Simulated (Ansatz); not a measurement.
# Fields on a plane of ZrSiS (space group P4/nmm)

```xyz
6
Lattice="3.4984 0.0000 0.0000 0.0000 3.4984 0.0000 0.0000 0.0000 7.9735" Properties=species:S:1:pos:R:3 pbc="T T T"
Zr     0.0000     1.7492     5.8095
Zr     1.7492     0.0000     2.1641
Si     0.0000     0.0000     0.0000
Si     1.7492     1.7492     0.0000
S      1.7492     0.0000     4.9459
S      0.0000     1.7492     3.0277
```

The slice is a (0 -1 1) plane (indices of the conventional cell) through the point (0.500, 0.500, 0.000) (fractional), spanned by u = [100] and v = [011] in vectors of this cell: u (3.50 Å) and v (8.71 Å, at 90° to u). It covers one period; positions are fractions (u, v).

Atoms on it: Si at (0.00, 0.00). Other atoms lie within 1 Å of the plane.

Calculation: LDA (plane waves to 420 eV, PAW, scalar-relativistic; Ansatz, a program for electronic structure). k mesh 13×13×6. Near the nuclei the fields are pseudised (PAW); where an atom keeps semicore shells as valence, they peak there. The PAW data are Ansatz's earlier set. ZrSiS is run without spin polarisation. ZrSiS was relaxed with its symmetry unable to fall.

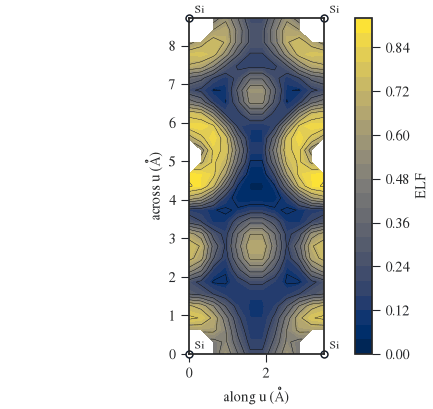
Electron localisation function (ELF), one period of the plane, atoms marked. Points within 0.5 Å of a nucleus are left white, as the pseudised field means little there.

```
|--==++++==----==++++==|
|++++++++==----==++++++|
|++++======----======++|
|==----====++++====----|
|::::----++****++----::|
|::::::==**%%%%**==::::|
|------==**####**==----|
|++++++==++****++==++++|
|####**++========++**##|
|%%%%##++==::::==++##%%|
|##%%%%**--::::--**%%%%|
|%%%%##++--....--++##%%|
|%%%%**==::    ::==**%%|
|****++--..    ..--++**|
|====--..        ..--==|
|==--::............::--|
|++++----::----::----++|
|%%##++============++##|
|@@@@##++========++##@@|
|@@%%**============**%%|
|%%##++------------++##|
|++==--::::::::::::--==|
|==----::........::----|
|====--::........::--==|
|++++==--::....::--==++|
|++++++==::....::==++++|
|--==++==--::::--==++==|
|::--++++--::::--++++--|
```
Scale: ten equal steps from -1.20 (start of ' ') to 0.28 (end of '@'), in the order ' .:-=+*#%@'. Values: log₁₀ of the valence density in e/Å³. The map has 11 points along u (two characters each, u = 0 at the left) and 28 along v (v = 0 in the bottom row). The scale is logarithmic, as a density can span decades between atoms and voids.
